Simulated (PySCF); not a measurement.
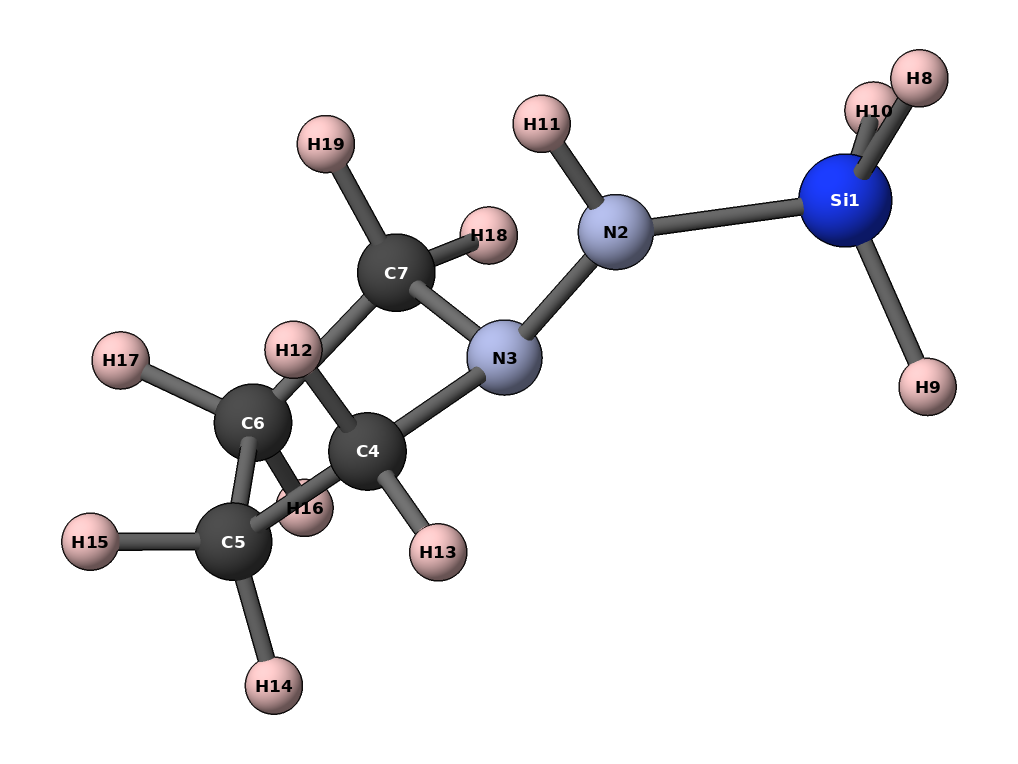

The questions are on ESP-fitted charges. Computed geometry: GFN2-xTB optimisation. No frequency run is at hand to confirm it as a minimum. Level of theory: PBE0/pcSseg-1, gas phase (PySCF 2.14.0).

**Which atom carries the highest charge (most positive or least negative)?**

Si1 (0.51 e).

**And the lowest?**

N2 (−0.64 e).

List the ESP-fitted charges.

```tsv
atom	value (e)
Si1	0.51
N2	−0.64
N3	−0.05
C4	−0.14
C5	−0.05
C6	−0.13
C7	−0.02
H8	−0.10
H9	−0.09
H10	−0.12
H11	0.32
H12	0.08
H13	0.11
H14	0.05
H15	0.05
H16	0.06
H17	0.06
H18	0.07
H19	0.05
```

The geometry is semi-empirical. Around Si such bond lengths and angles can be off by a tenth of an ångström or more and by several degrees, and values that hang on the shape move with them.
